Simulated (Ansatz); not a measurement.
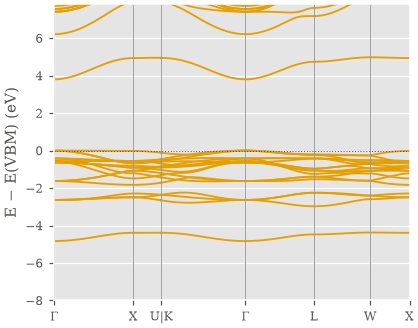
Figure: Band structure from plane-wave PAW r²SCAN (Ansatz code)

Problem. Read off the gap and where the band edges lie.

Solution. About 3.8 eV (3.80 eV by a search for the band edges); maximum at Γ, minimum at Γ.

Problem. Which compound is it?
A. Rb2NaInCl6, Fm-3m (Rb on 8c, Na on 4b, In on 4a, Cl on 24e)
B. Rb2NaFeF6, Fm-3m (Rb on 8c, Na on 4b, Fe on 4a, F on 24e)
C. MgSe, rock salt

Solution. A, Rb2NaInCl6, Fm-3m (Rb on 8c, Na on 4b, In on 4a, Cl on 24e)

The workflow started from a Materials Project entry (that database holds measured and hypothetical structures alike); the Crystallography Open Database copy checked does not list it. Whether it is the stable phase at ambient conditions was not checked. The cell was relaxed with r²SCAN under the symmetry of its start; its stability against distortions is not shown here. Scalar-relativistic: spin–orbit coupling is off unless named, which matters more the heavier the elements.

Potentials: the later of the program's two PAW sets.
